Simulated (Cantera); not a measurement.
Feed: 1 mol MgO, 2 mol Cl2, 5 mol O2, equilibrated at 1423.15 K.

These are equilibrium values from Cantera (NASA tables, ideal gas, pure condensed phases), not measurements of a reactor. Candidate condensed phases: Mg, MgCl2, MgO; 11 gas species. Equilibrium is a limit: real reactors are often held back by kinetics, nucleation or transport.

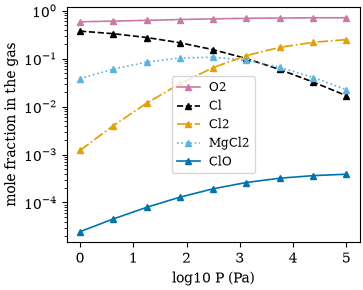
Figure: Equilibrium gas composition (values under 1e-9 drawn at 1e-9)

Task: Read off the mole fractions at 0.000180 bar.

Result: O2 about 0.63, Cl about 0.28, MgCl2 about 0.085, Cl2 about 0.012, ClO about 8.0e-5.
